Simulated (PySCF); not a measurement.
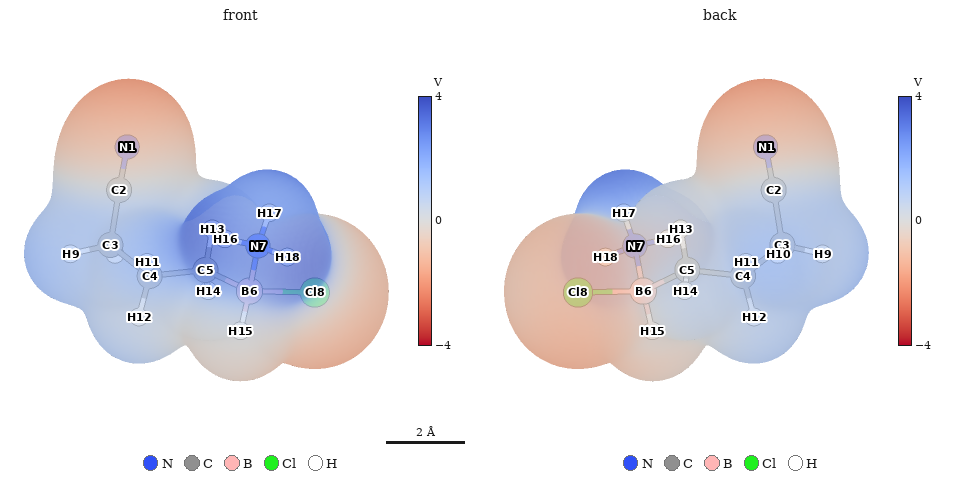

C4H10BClN2. The electrostatic potential painted on the density surface at 0.002 e/bohr³, seen from the front and from behind; the colour scale runs from red (negative) to blue (positive).

Geometry: GFN2-xTB.

Theory: wB97X-D/def2-SVPD, SCF density, gas phase (PySCF).

```yaml
atoms:
  - { symbol: N, position_ang: [-2.0393, 2.5156, -0.9190] }
  - { symbol: C, position_ang: [-2.1901, 1.4111, -0.6616] }
  - { symbol: C, position_ang: [-2.3163, 0.0260, -0.2953] }
  - { symbol: C, position_ang: [-0.9644, -0.4923, 0.2220] }
  - { symbol: C, position_ang: [0.0820, -0.5670, -0.8938] }
  - { symbol: B, position_ang: [1.5930, -0.7912, -0.3519] }
  - { symbol: N, position_ang: [2.1446, 0.6632, 0.1632] }
  - { symbol: Cl, position_ang: [2.7702, -1.1393, -1.7379] }
  - { symbol: H, position_ang: [-3.0878, -0.0575, 0.4759] }
  - { symbol: H, position_ang: [-2.6337, -0.5471, -1.1701] }
  - { symbol: H, position_ang: [-0.6252, 0.1711, 1.0233] }
  - { symbol: H, position_ang: [-1.1047, -1.4829, 0.6565] }
  - { symbol: H, position_ang: [0.0240, 0.3499, -1.4889] }
  - { symbol: H, position_ang: [-0.2018, -1.3770, -1.5685] }
  - { symbol: H, position_ang: [1.7315, -1.5709, 0.5286] }
  - { symbol: H, position_ang: [1.5885, 1.0347, 0.9290] }
  - { symbol: H, position_ang: [2.1038, 1.2976, -0.6328] }
  - { symbol: H, position_ang: [3.1169, 0.5622, 0.4448] }
```

**Describe the electrostatic potential map.**

The most negative region (about −1.8 V) lies over N1, the most positive (about +3.1 V) over H16. N1 is the likeliest acceptor of a hydrogen bond.
